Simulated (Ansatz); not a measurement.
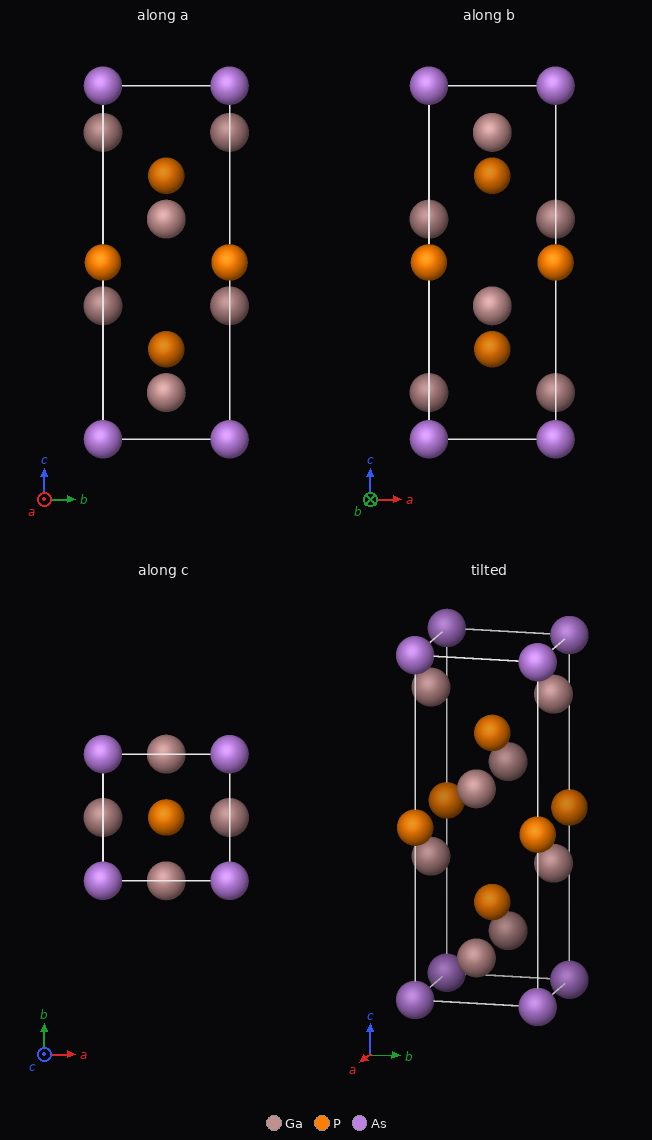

An orthographic spheres-only view of the structure, along the a axis, along the b axis, along the c axis and slightly off an axis. Lines trace the edges of the conventional unit cell.

Lattice parameters: a = 3.953 Å, b = 3.953 Å, c = 11.040 Å, α = 90.00°, β = 90.00°, γ = 90.00°. Put a along x and b in the xy plane.

> Give the structure in the form of a POSCAR file, with free fractional coordinates to two decimals.

```
Ga P As
1.0
     3.953    0.000    0.000
     0.000    3.953    0.000
     0.000    0.000   11.040
Ga P As
4 3 1
Direct
  0.50 0.00 0.87
  0.00 0.50 0.62
  0.50 0.00 0.38
  0.00 0.50 0.13
  0.00 0.00 0.50
  0.50 0.50 0.25
  0.50 0.50 0.75
  0.00 0.00 0.00
```

The structure comes from a structure type filled with these elements by a generator (whether the compound takes this form wasn't checked). The structure drawn was relaxed with DFT PBE, scalar-relativistic, plane waves, PAW in Ansatz 0.2.0.
